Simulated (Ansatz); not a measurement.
One crystal and one scan (energy against volume) at two levels, PBE (plane waves to 420 eV, PAW, scalar-relativistic; Ansatz, a first-principles code) and PBEsol (plane waves to 420 eV, PAW, scalar-relativistic; Ansatz), each from its own relaxed cell and on its own mesh. The cell shown is that of PBE.

Sn (diamond)

```yaml
crystal:
  lattice:
    - [0.00000, 3.32768, 3.32768]
    - [3.32768, 0.00000, 3.32768]
    - [3.32768, 3.32768, 0.00000]
  atoms:
    - { symbol: Sn, position: [0.25000, 0.25000, 0.25000] }
    - { symbol: Sn, position: [0.00000, 0.00000, 0.00000] }
```

Equation-of-state scan: isotropic scaling of the cell above, V₀ being its volume. Symmetry pins the atoms to their sites.

The energy includes the smearing's −TS. Sn was relaxed with its symmetry unable to fall. Percentages come from the unrounded values.

```csv
quantity,PBE,PBEsol,PBE − PBEsol
Lattice constant a (Å),6.655,6.540,+0.115 (+1.8 %)
Bulk modulus B₀ (third-order Birch-Murnaghan fit) (GPa),35.7,41.4,-5.7 (-14 %)
Pressure derivative B₀′ (fit),4.8,4.8,0.0
```

PBE gives the higher value for: lattice constant a. PBE gives the lower value for: bulk modulus B₀. They agree on: pressure derivative B₀′ (within 1.5 %). For the lattice constant a the reference is 6.477 Å (measured, corrected to the static lattice; as given in Daniel Mejia-Rodriguez, S. B. Trickey, Physical Review B (2018), arXiv:1807.09216): PBEsol lies nearer. For the bulk modulus B₀ the reference is 42.8 GPa (measured, corrected to the static lattice; as given in Daniel Mejia-Rodriguez, S. B. Trickey, Physical Review B (2018), arXiv:1807.09216): PBEsol lies nearer. 

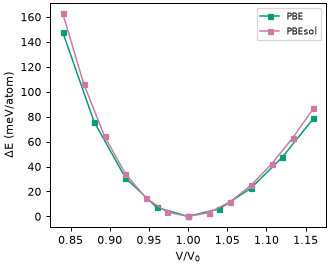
Figure. ΔE, each from the relaxed starting cell of its own level.

(Under strain, the slope of the energy per volume gives the stress and its curvature an elastic modulus.)
